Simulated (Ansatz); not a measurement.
**HSE06/cc-pVDZ run of Si2H6O (disiloxane)**

Aim: the electronic atomisation energy of Si2H6O (disiloxane) at HSE06/cc-pVDZ, from 4 runs. 

Program for the calculation: Ansatz 0.2.0.

60 further runs of the same task are left out: 60 set aside as unsound or not needed.

### 1 The molecule

Si2H6O has 9 atoms, charge 0, and is taken as a singlet. As SMILES, `[SiH3]O[SiH3]`. The coordinates come from a PBE0-D4/def2-TZVP relaxation.

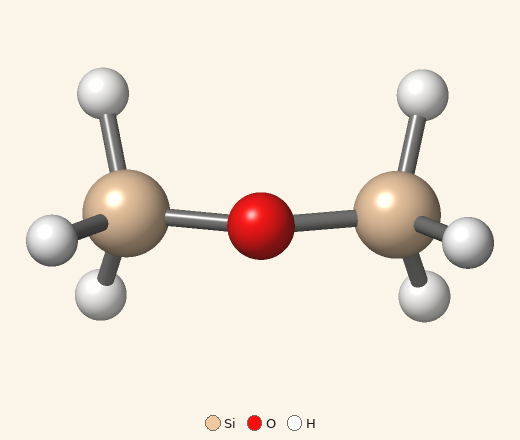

The structure, seen from a chosen angle (silicon light orange, oxygen red, hydrogen white).

### 2 The energy at HSE06/cc-pVDZ

Input file run.yaml:

```yaml
basis:
  gaussian:
    orbitals: cc-pVDZ
crystal:
  periodic: [false, false, false]
  atoms:
    - {symbol: Si, position_ang: [-0.710290, 1.052660, -0.919520]}
    - {symbol: O, position_ang: [0.425550, 0.090990, -0.245380]}
    - {symbol: Si, position_ang: [0.775570, -1.038810, 0.881750]}
    - {symbol: H, position_ang: [-1.787270, 0.226580, -1.525660]}
    - {symbol: H, position_ang: [-0.060640, 1.872420, -1.970220]}
    - {symbol: H, position_ang: [-1.306170, 1.942760, 0.111330]}
    - {symbol: H, position_ang: [2.224270, -1.343130, 0.800010]}
    - {symbol: H, position_ang: [-0.009310, -2.275600, 0.628780]}
    - {symbol: H, position_ang: [0.448290, -0.527870, 2.238910]}
hamiltonian:
  xc: hse06
accuracy: high
output: {orbitals: {seedname: orbitals}}
```

Run with:

```
$ ansatz run run.yaml --threads 1 --pin off --max-ram 3480MiB --events-out events.jsonl --progress --plain --runs-dir runs
```

Standard output:

```text
Warning: RAYON_NUM_THREADS=1 ignored (pool sized by the plan → 1); use --threads N
Functional definition: HSE06
  name "HSE06"
  parameter a = 0.25
  parameter omega = 0.11/bohr
  exchange = pbe_x - a*pbe_x_sr(omega) + a*exact_x_sr(omega)
  correlation = pbe_c
1882 factors; integrals over basis functions are off by at most 3.9e-9 eV
105 factors; integrals over basis functions are off by at most 2.2e-9 eV
mean field evaluation 1: about -17888.0680 eV, gradient 4.5e1 eV
mean field evaluation 2: about -17879.0458 eV, gradient 8.2e1 eV
mean field evaluation 4: about -17891.5604 eV, gradient 7.2e-1 eV
mean field evaluation 8: about -17891.6962 eV, gradient 4.7e-2 eV
mean field evaluation 16: about -17891.6962 eV, gradient 1.7e-6 eV
mean field -17891.69624245 eV, -657.5077094829 hartree, gradient 4.8e-8 eV, S^2 0.000000; 0 other end points of the search recorded, 0 dependent functions left out
reference -17891.69624620 eV, -657.5077096206 hartree; 21, 21 occupied and 59, 59 virtual orbitals, 1882 factors
Total energy: -17891.69624620 eV, -657.5077096206 hartree
```

Wall time 7.8 s (1 thread of Intel Xeon Platinum 8259CL at 2.50GHz (Skylake/Cascade Lake), shared host); peak memory 0.28 GiB.

### 3 The H atom, same level

Input file input.yaml:

```yaml
crystal:
  periodic: [false, false, false]
  atoms:
    - {symbol: H, position_ang: [0.000000, 0.000000, 0.000000]}
basis:
  gaussian:
    orbitals: cc-pVDZ
magnetization:
  spin_polarized: true
  initial_magnetization: 1
hamiltonian:
  xc: {name: HSE06}
accuracy: high
```

Run with:

```
$ ansatz run input.yaml --threads 1 --pin off --max-ram 3480MiB --events-out events.jsonl --progress --plain --runs-dir runs
```

Standard output:

```text
Warning: RAYON_NUM_THREADS=1 ignored (pool sized by the plan → 1); use --threads N
[... 6 set-up lines as earlier in the session ...]
15 factors; integrals over basis functions are off by at most 4.6e-8 eV
14 factors; integrals over basis functions are off by at most 2.0e-10 eV
mean field evaluation 1: about -13.6055 eV, gradient 1.7e-1 eV
mean field evaluation 2: about -13.6054 eV, gradient 1.7e-1 eV
mean field evaluation 4: about -13.6058 eV, gradient 3.8e-3 eV
mean field evaluation 8: about -13.6058 eV, gradient 3.5e-9 eV
mean field -13.60578087 eV, -0.5000032248 hartree, gradient 3.5e-9 eV, S^2 0.750000; 0 other end points of the search recorded, 0 dependent functions left out
reference -13.60578268 eV, -0.5000032911 hartree; 1, 0 occupied and 4, 5 virtual orbitals, 15 factors
Total energy: -13.60578268 eV, -0.5000032911 hartree
```

It took 0.36 s on 1 thread of Intel Xeon Platinum 8259CL at 2.50GHz (Skylake/Cascade Lake), shared host.

### 4 The O atom

Input file molecule.yaml:

```yaml
crystal:
  periodic: [false, false, false]
  atoms:
    - {symbol: O, position_ang: [0.000000, 0.000000, 0.000000]}
basis:
  gaussian:
    orbitals: cc-pVDZ
magnetization:
  spin_polarized: true
  initial_magnetization: 2
hamiltonian:
  xc: {name: HSE06}
accuracy: high
```

Run the same way, it converges to -74.98977 Eh (log not shown).

### 5 The Si atom, same level

Input file input.yaml:

```yaml
crystal:
  periodic: [false, false, false]
  atoms:
    - {symbol: Si, position_ang: [0.000000, 0.000000, 0.000000]}
basis:
  gaussian: {orbitals: cc-pVDZ}
magnetization: {spin_polarized: true, initial_magnetization: 2}
hamiltonian: {xc: {name: HSE06}}
accuracy: high
```

Run with:

```
$ ansatz run input.yaml --threads 1 --pin off --max-ram 3480MiB --events-out events.jsonl --progress --plain --runs-dir runs
```

Standard output:

```text
Warning: RAYON_NUM_THREADS=1 ignored (pool sized by the plan → 1); use --threads N
[... 6 set-up lines as earlier in the session ...]
144 factors; integrals over basis functions are off by at most 3.2e-9 eV
45 factors; integrals over basis functions are off by at most 8.2e-10 eV
mean field evaluation 1: about -7870.5804 eV, gradient 2.2e0 eV
mean field evaluation 2: about -7870.6408 eV, gradient 5.4e-1 eV
mean field evaluation 4: about -7870.6453 eV, gradient 1.5e-1 eV
mean field evaluation 8: about -7870.6455 eV, gradient 2.6e-4 eV
mean field evaluation 16: about -7870.5116 eV, gradient 3.0e0 eV
mean field evaluation 32: about -7870.6455 eV, gradient 1.1e-4 eV
mean field -7870.64553836 eV, -289.2408886194 hartree, gradient 1.1e-8 eV, S^2 2.004373; 1 other end points of the search recorded, 0 dependent functions left out
reference -7870.64554028 eV, -289.2408886902 hartree; 8, 6 occupied and 10, 12 virtual orbitals, 144 factors
Total energy: -7870.64554028 eV, -289.2408886902 hartree
```

Wall time 1.9 s (1 thread of Intel Xeon Platinum 8259CL at 2.50GHz (Skylake/Cascade Lake), shared host); peak memory 0.097 GiB.

### 6 Results

Level: HSE06/cc-pVDZ.

| quantity | value |
| --- | --- |
| molecule: total energy | -657.50771 Eh |
| molecule: HOMO energy | -8.15 eV |
| molecule: LUMO energy | -0.16 eV |
| molecule: HOMO–LUMO gap | 7.99 eV |
| H atom: total energy | -0.50000 Eh |
| H atom: ⟨S²⟩ | 0.750 |
| O atom: total energy | -74.98977 Eh |
| O atom: ⟨S²⟩ | 2.002 |
| Si atom: total energy | -289.24089 Eh |
| Si atom: ⟨S²⟩ | 2.004 |
| electronic atomisation energy | 28.195 eV |

**Reading.** Taking the molecule apart into free atoms costs 28.19 eV (2720 kJ/mol), before zero-point energy and without spin-orbit coupling.
